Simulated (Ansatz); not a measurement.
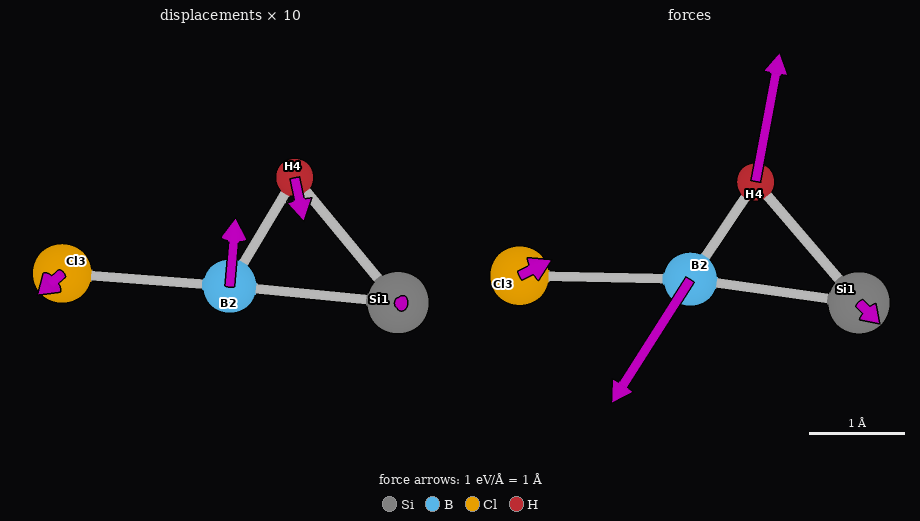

Left: BSiHCl (charge −1), with purple arrows for the displacements applied to it. Right: the displaced structure with the computed forces. A ball-and-stick model, seen face on.

All numbers below come from RHF-CCSD(T), frozen core/def2-TZVPPD (Ansatz 0.2.0). 

> Describe the distortion and the response.

All atoms are moved at random (σ = 0.04 Å) from the PBE0-D4/def2-TZVP minimum. The energy rises by 7.13 kJ/mol. The largest force is 1.6 eV/Å, on B2. The forces mostly point back along the displacements (cosine −0.82). At other levels of theory the same distortion costs 8.81 kJ/mol (RKS PBE-D4/def2-TZVPPD), 9.19 kJ/mol (RKS r2SCAN-D4/def2-TZVPPD), 9.17 kJ/mol (RKS PBE0-D4/def2-TZVPPD), 7.54 kJ/mol (RKS wB97M-V/def2-TZVPPD). Some distances before and after: B2–H4 1.333 → 1.233 Å, Si1–H4 1.723 → 1.686 Å, B2–Cl3 1.785 → 1.820 Å, Si1–B2 1.796 → 1.804 Å. Among the angles between lasting bonds that change: Cl3–B2–H4 116.4° → 122.3°, Si1–B2–Cl3 178.8° → 172.9°.
